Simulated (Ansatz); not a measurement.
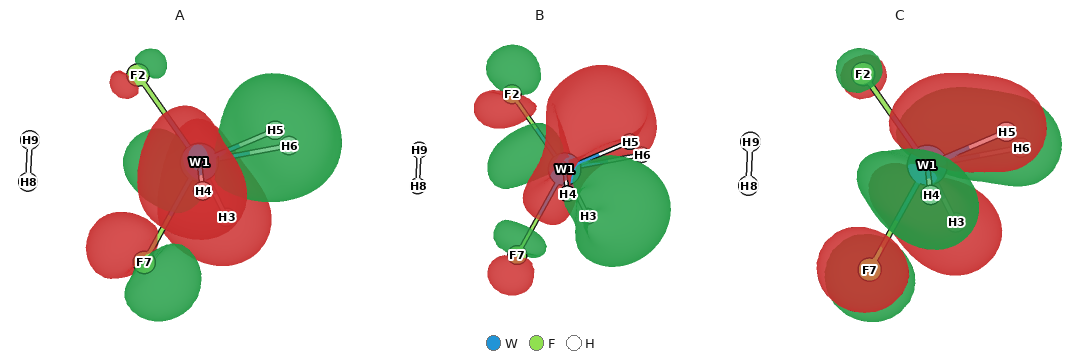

F₂H₄W···H₂. Three frontier orbitals at ±0.1 Å⁻³ᐟ² (green and red are the two phases), in no order.

Core potentials replace the inner electrons of W; not at a stationary point (largest force 1.8 eV/Å).

Method: RKS PBE0-D4/def2-SVPD (Ansatz).

Input file:

```
crystal:
  periodic: [false, false, false]
  atoms:
    - { symbol: W, position_ang: [0.0, 0.0, 0.0] }
    - { symbol: F, position_ang: [0.0, 0.0, 2.2] }
    - { symbol: H, position_ang: [1.72, 0.0, 0.0] }
    - { symbol: H, position_ang: [0.0, 1.72, 0.0] }
    - { symbol: H, position_ang: [-1.72, 0.0, 0.0] }
    - { symbol: H, position_ang: [0.0, -1.72, 0.0] }
    - { symbol: F, position_ang: [0.0, 0.0, -1.85] }
    - { symbol: H, position_ang: [1.3275, 1.3829, 0.637] }
    - { symbol: H, position_ang: [0.9769, 1.0177, 1.6302] }
basis:
  gaussian: { orbitals: def2-SVPD }
hamiltonian:
  xc: pbe0
  dispersion: d4
relax:
  f_tol: 0.15
  max_steps: 25
  restrain:
    - { distance: [0, 7], at: 2.92, k: 30.0 }
    - { distance: [8, 1], at: 2.12, k: 30.0 }
    - { distance: [0, 1], at: 1.85, k: 30.0 }
    - { distance: [8, 7], at: 0.66, k: 30.0 }
output:
  orbitals: {}
```

Launched as:

```sh
ansatz run input.yaml --threads 4 --pin off --max-ram 5120MiB --backend cpu --events-out ev --progress --plain --runs-dir out
```

The fields are those of the run's last geometry, not of the input's.

Q: Which picture is the HOMO−1, the HOMO and the LUMO?

A: A is the HOMO−1 (−9.69 eV). By Hirshfeld shares it lies mainly on W1 (about 40 %), F7 (about 15 %), H3 (about 10 %), H4 (about 10 %), H5 (about 10 %) and H6 (about 10 %). C is the HOMO (−7.86 eV). By Hirshfeld shares it lies mainly on W1 (about 45 %), F7 (about 20 %), H4 (about 10 %), H3 (about 10 %), H5 (about 5 %) and H6 (about 5 %). B is the LUMO (−2.88 eV). It lies mainly on W1 (about 70 %) and F2 (about 10 %).

Q: What is the HOMO–LUMO gap?

A: 4.98 eV between the orbital energies.
